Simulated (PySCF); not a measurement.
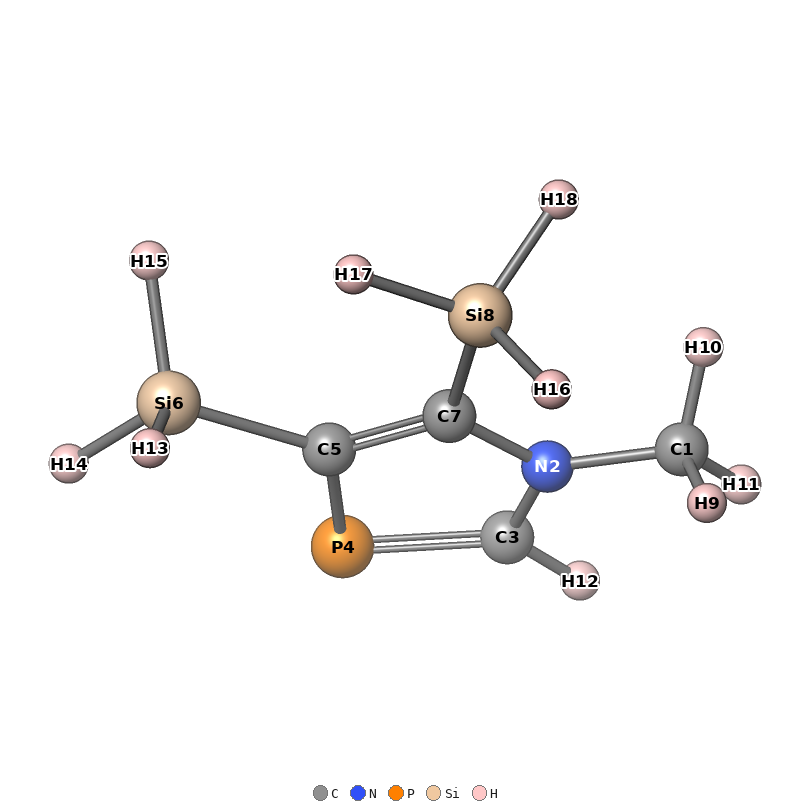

Depth is shown by fading: the farther an atom, the more it takes the colour of the background. The geometry was computed by an optimisation with PBE0-D3(BJ)/def2-SVP. No frequency run is at hand to confirm it as a minimum.

Q: How is the 5-membered ring N2–C3–P4–C5–C7 puckered?

A: It is planar. The Cremer–Pople amplitude Q is 0.00 Å.

Q: Give the torsion angles round the ring, beginning with the bond from its second to its third atom.

A: 0°, 0°, 0°, 0°, 0°.
